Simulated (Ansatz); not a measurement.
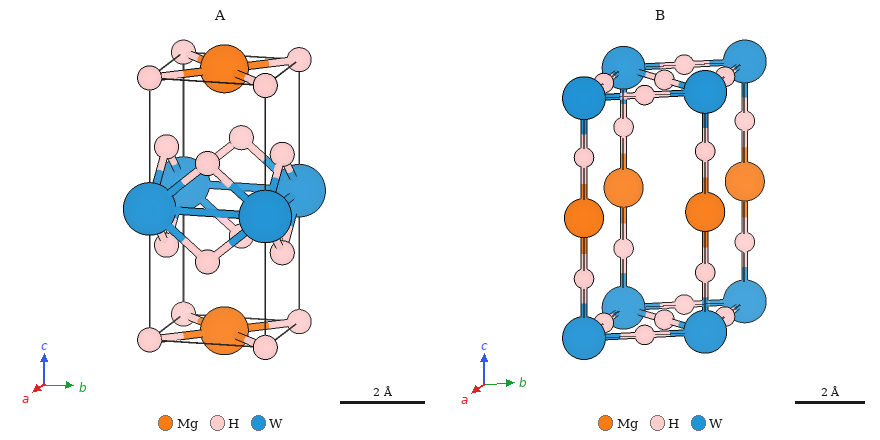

Two structures of MgH5W, each relaxed to rest (conventional cells in solid outline, small ones repeated, not to one scale). Method: DFT PBE, scalar-relativistic, plane waves, PAW (Ansatz 0.2.0), without spin polarisation.

### State the structure in each panel.

A: 7 atoms a cell on a primitive tetragonal lattice, P4/mmm. B: 7 atoms a cell on a primitive hexagonal lattice, P6/mmm.

### Which of the two does the method prefer?

A is lower, by 418 meV/atom at this level of theory (energies at zero smearing). Volumes: A 7.7, B 11.8 Å³/atom.

One or both may be structure types tried for this composition rather than known phases.
